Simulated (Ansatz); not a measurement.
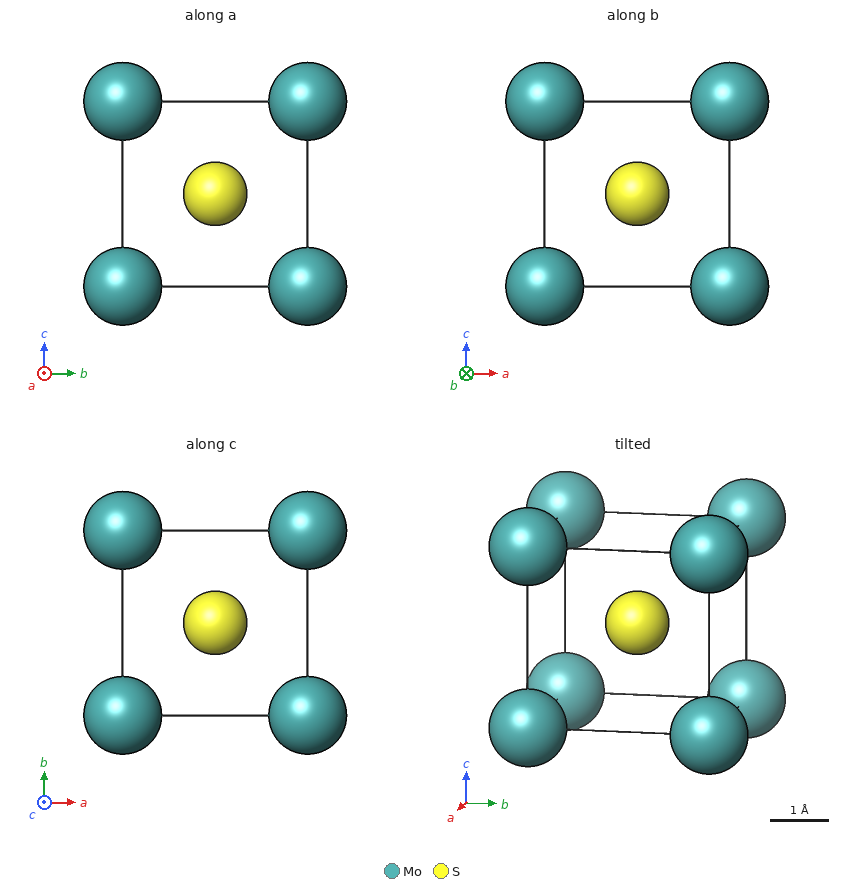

Figure: spheres-only view along the a axis, along the b axis, along the c axis and slightly off an axis. The box is the conventional unit cell; atoms on or close to its faces, edges and corners are drawn wherever they repeat.

Lattice parameters: a = 3.2265 Å, b = 3.2265 Å, c = 3.2265 Å, α = 90.000°, β = 90.000°, γ = 90.000°.

Q: Record the structure as a CIF in P1 with every atom of the cell.

A:
```cif
data_structure
_symmetry_space_group_name_H-M 'P 1'
_symmetry_Int_Tables_number 1
_cell_length_a 3.2265
_cell_length_b 3.2265
_cell_length_c 3.2265
_cell_angle_alpha 90.000
_cell_angle_beta 90.000
_cell_angle_gamma 90.000
_cell_volume 33.59
loop_
_atom_site_label
_atom_site_type_symbol
_atom_site_fract_x
_atom_site_fract_y
_atom_site_fract_z
_atom_site_occupancy
Mo1 Mo 0.0000 0.0000 0.0000 1
S1 S 0.5000 0.5000 0.5000 1
```

The initial geometry was a structure type filled with these elements by a generator (whether the compound takes this form wasn't checked). Earlier steps of the study, as a rule a relaxation of our own, may have changed the cell and positions, so they can lie some per cent off the listed ones. It went into a calculation with Ansatz.

At this level of theory the run's own cell isn't at rest (compressed, at 10 GPa), so its distances can differ from those at equilibrium, the more so the softer the solid.
